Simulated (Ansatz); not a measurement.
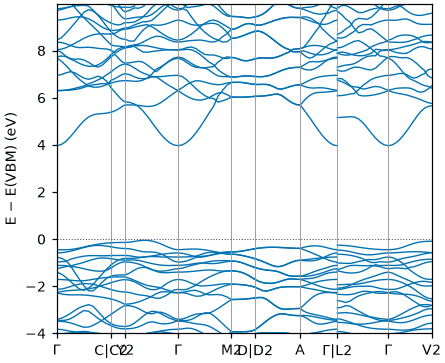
Figure. Band structure from plane-wave PAW r²SCAN (Ansatz code)

The gap is 3.97 eV; an edge lies off the plotted path or next to a special point (maximum off the standard path, minimum at Γ).

The material is Mg2BBrN2 in space group C2/c (No. 15; Mg on 8f, B on 4e, Br on 4e, N on 8f).

The workflow started from a Materials Project entry (that database holds measured and hypothetical structures alike); the Crystallography Open Database copy checked does not list it. Its standing as an ambient phase is unchecked. The cell was relaxed with r²SCAN under the symmetry of its start; whether a distortion lowers the energy is not shown. Scalar-relativistic: spin–orbit coupling is off unless named, which matters more the heavier the elements.

Potentials: the later of the program's two PAW sets.
